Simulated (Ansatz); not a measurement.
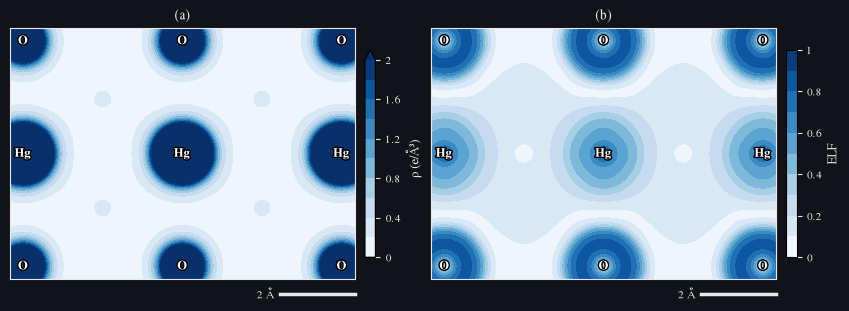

The picture shows: Hg3O. (a) valence pseudo-density; (b) ELF on the (110) plane of the conventional cell.

Space group Pm-3m; started from the Cu3Au (L1_2)_221 prototype, which need not be the ambient phase.

Method: DFT PBE, scalar-relativistic, plane waves, PAW (Ansatz 0.2.0).

In a PAW calculation such maps are meaningful between the atoms, not at the nuclei.

Question: Read the bonding off the picture.

Answer:
- Atoms in the plane: Hg and O.
- Hg–O (3.02 Å): ρ is about 0.12 e/Å³ halfway; the ELF is about 0.10 at the midpoint: no shared electron pair shows on this line.
- Between the atoms the lowest density in this plane is 0.04 e/Å³.
- The features right at Hg lie inside the PAW spheres, where the map follows smoothed inner orbitals and isn't to be read closely.
